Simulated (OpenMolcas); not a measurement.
# BCl (SMILES [B]Cl) at HF/ANO-RCC-VDZP (DKH8)

Aim: the vertical ionisation energy of BCl at HF/ANO-RCC-VDZP (DKH8), from 2 runs. 

The results are computed with OpenMolcas 26.06.

## 1. The molecule

BCl: 2 atoms, total charge 0, spin state singlet. As SMILES, `[B]Cl`. The shape is that of a PBE0-D4/def2-TZVP optimisation.

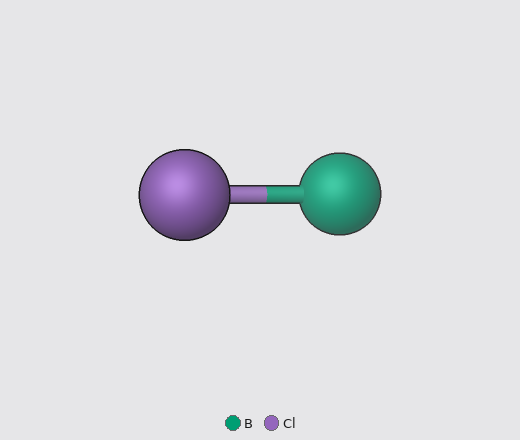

Viewed from a chosen angle; boron teal, chlorine purple.

## 2. The energy at HF/ANO-RCC-VDZP (DKH8)

Contents of job.inp:

```
>>> EXPORT MOLCAS_PRINT=2
&GATEWAY
COORD
2
angstrom
B        0.000000       0.000000      -0.069660
Cl       0.000000       0.000000       1.648190
BASIS=ANO-RCC-VDZP
GROUP=NoSym
&SEWARD
RELATIVISTIC=R08O02
EXPERT
&SCF
PRORBITALS=0
```

On the command line:

```
$ export MOLCAS_MEM=1860
$ pymolcas job.inp > job.log
```

Standard output:

```text
--- Start Module: gateway ---
[...]
--- Stop Module: gateway /rc=_RC_ALL_IS_WELL_ ---
--- Start Module: seward ---
[...]
 ###    WARNING:  EXPERT option is ON!                                       ###
 ###############################################################################
               SEWARD will generate:
[...]
      Basis functions           32
--- Stop Module: seward /rc=_RC_ALL_IS_WELL_ ---
[...]
--- Start Module: scf ---
[...]
       Convergence after  10 Iterations
[...]
::    Total SCF energy                               -485.5730666541
[...]
      Total spin, S                                     0.0000000000
[...]
      Total electronic charge=   22.000000
      Total            charge=   -0.000000
[...]
      Dipole Moment (debye):
      Origin of the operator (angstrom)=    0.0000    0.0000    1.2369
                   X=  1.7412E-13               Y= -8.7597E-14               Z=  1.3916E+00           Total=  1.3916E+00
      Quadrupole Moment (debye*angstrom):
[...]
--- Stop Module: scf /rc=_RC_ALL_IS_WELL_ ---
[...]
```

Wall time 2.4 s (1 thread of Arm Neoverse V2, shared host); peak memory 0.39 GiB.

## 3. The doublet cation

Contents of job.inp:

```
&gateway
coord
2
angstrom
B        0.000000       0.000000      -0.069660
Cl       0.000000       0.000000       1.648190
basis=ANO-RCC-VDZP
group=NoSym
&seward
relativistic=R08O02
expert
&scf
uhf
charge=1
spin=2
prorbitals=0
```

On the command line:

```
$ export MOLCAS_MEM=1860
$ pymolcas job.inp > job.log
```

Standard output:

```text
--- Start Module: gateway ---
[...]
--- Stop Module: gateway /rc=_RC_ALL_IS_WELL_ ---
--- Start Module: seward ---
[...]
 ###    WARNING:  EXPERT option is ON!                                       ###
 ###############################################################################
               SEWARD will generate:
[...]
      Basis functions           32
--- Stop Module: seward /rc=_RC_ALL_IS_WELL_ ---
[...]
--- Start Module: scf ---
[...]
       Convergence after  16 Iterations
[...]
::    Total SCF energy                               -485.2420292973
[...]
      Total spin, S                                     0.5048531615
[...]
      Total electronic charge=   21.000000
      Total            charge=    1.000000
[...]
      Dipole Moment (debye):
      Origin of the operator (angstrom)=    0.0000    0.0000    1.2369
                   X=  1.5988E-13               Y=  1.2775E-13               Z= -3.9981E+00           Total=  3.9981E+00
      Center of Charge (angstrom)
[...]
--- Stop Module: scf /rc=_RC_ALL_IS_WELL_ ---
[...]
```

Wall time 2.6 s (1 thread of Arm Neoverse V2, shared host); peak memory 0.39 GiB.

## 4. Outcome

Level: HF/ANO-RCC-VDZP (DKH8).

| quantity | value |
| --- | --- |
| singlet BCl: total energy | -485.57307 Eh |
| singlet BCl: dipole moment | 1.39 D |
| singlet BCl: HOMO energy | -10.31 eV |
| singlet BCl: LUMO energy | 2.05 eV |
| singlet BCl: HOMO–LUMO gap | 12.36 eV |
| doublet cation: total energy | -485.24203 Eh |
| doublet cation: HOMO energy (highest over α and β) | -21.22 eV |
| doublet cation: LUMO energy (lowest over α and β) | -7.86 eV |
| doublet cation: ⟨S²⟩ | 0.760 |
| vertical ionisation energy (to the doublet cation) | 9.008 eV |

The vertical ionisation energy comes to 9.01 eV (208 kcal/mol). The negative HOMO energy of the first species, 10.31 eV, lies 1.30 eV above that difference.
